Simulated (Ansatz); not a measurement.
# AlO (oxoaluminum) at UHSE06/def2-TZVPPD

What is the electronic atomisation energy of AlO (oxoaluminum) at UHSE06/def2-TZVPPD? 

The calculation is run with Ansatz 0.2.0.

36 further runs of the same task are left out: 36 set aside as unsound or not needed.

## 1. The molecule

AlO has 2 atoms, charge 0, and is taken as a doublet. As SMILES, `[O]=[Al]`. The shape is that of a PBE0-D4/def2-TZVP optimisation.

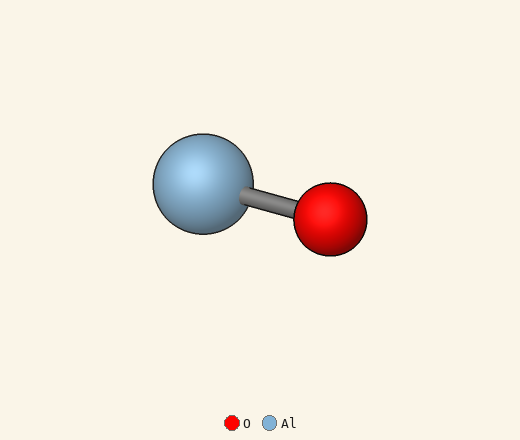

Viewed from a chosen angle; oxygen red, aluminium light blue.

## 2. The energy at UHSE06/def2-TZVPPD

File molecule.yaml:

```yaml
crystal:
  periodic: [false, false, false]
  atoms:
    - {symbol: O, position_ang: [0.000000, -0.000000, -0.024920]}
    - {symbol: Al, position_ang: [-0.000000, 0.000000, 1.594970]}
basis:
  gaussian:
    orbitals: def2-TZVPPD.json
accuracy: high
magnetization:
  spin_polarized: true
  initial_magnetization: 1
hamiltonian:
  xc: hse06
output:
  orbitals: {seedname: orbitals}
```

The basis set def2-TZVPPD is read from a file made from the Basis Set Exchange's data (not shown).

The run is started by

```sh
$ ansatz run molecule.yaml --threads 1 --pin off --max-ram 3480MiB --events-out events.jsonl --progress --plain --runs-dir runs
```

Standard output:

```text
Warning: RAYON_NUM_THREADS=1 ignored (pool sized by the plan → 1); use --threads N
Functional definition: HSE06
  name "HSE06"
  parameter a = 0.25
  parameter omega = 0.11/bohr
  exchange = pbe_x - a*pbe_x_sr(omega) + a*exact_x_sr(omega)
  correlation = pbe_c
1150 factors; integrals over basis functions are off by at most 3.3e-9 eV
97 factors; integrals over basis functions are off by at most 1.4e-9 eV
mean field evaluation 1: about -8625.8149 eV, gradient 5.4e1 eV
mean field evaluation 2: about -8426.2917 eV, gradient 1.3e2 eV
mean field evaluation 4: about -8637.9328 eV, gradient 4.4e0 eV
mean field evaluation 8: about -8638.0776 eV, gradient 1.3e-1 eV
mean field evaluation 16: about -8638.1256 eV, gradient 1.4e-3 eV
mean field evaluation 32: about -8637.3311 eV, gradient 8.0e0 eV
mean field -8638.12563216 eV, -317.4452618500 hartree, gradient 3.8e-8 eV, S^2 0.761357; 1 other end points of the search recorded, 0 dependent functions left out
reference -8638.12563485 eV, -317.4452619490 hartree; 11, 10 occupied and 77, 78 virtual orbitals, 1150 factors
Total energy: -8638.12563485 eV, -317.4452619490 hartree
```

Wall time 5.7 s (1 thread of Arm Neoverse V1, shared host); peak memory 0.23 GiB.

## 3. The Al atom at the same level

File run.yaml:

```yaml
crystal:
  periodic: [false, false, false]
  atoms:
    - symbol: Al
      position_ang: [0.000000, 0.000000, 0.000000]
basis:
  gaussian:
    orbitals: def2-TZVPPD.json
hamiltonian:
  xc: hse06
accuracy: high
magnetization:
  spin_polarized: true
  initial_magnetization: 1
```

The basis set def2-TZVPPD is read from a file made from the Basis Set Exchange's data (not shown).

Run the same way, it converges to -242.24308 Eh (log not shown).

## 4. The O atom

File job.yaml:

```yaml
crystal:
  periodic: [false, false, false]
  atoms:
    - symbol: O
      position_ang: [0.000000, 0.000000, 0.000000]
basis:
  gaussian:
    orbitals: def2-TZVPPD.json
accuracy: high
hamiltonian:
  xc: {name: HSE06}
magnetization:
  spin_polarized: true
  initial_magnetization: 2
```

The basis set def2-TZVPPD is read from a file made from the Basis Set Exchange's data (not shown).

Run the same way, it converges to -75.01582 Eh (log not shown).

## 5. What came out

Level: UHSE06/def2-TZVPPD.

| quantity | value |
| --- | --- |
| molecule: total energy | -317.44526 Eh |
| molecule: HOMO energy (highest over α and β) | -7.43 eV |
| molecule: LUMO energy (lowest over α and β) | -4.73 eV |
| molecule: ⟨S²⟩ | 0.761 |
| Al atom: total energy | -242.24308 Eh |
| Al atom: ⟨S²⟩ | 0.757 |
| O atom: total energy | -75.01582 Eh |
| O atom: ⟨S²⟩ | 2.004 |
| electronic atomisation energy | 5.071 eV |

In words: Taking the molecule apart into free atoms costs 5.07 eV (117 kcal/mol), before zero-point energy and without spin-orbit coupling.
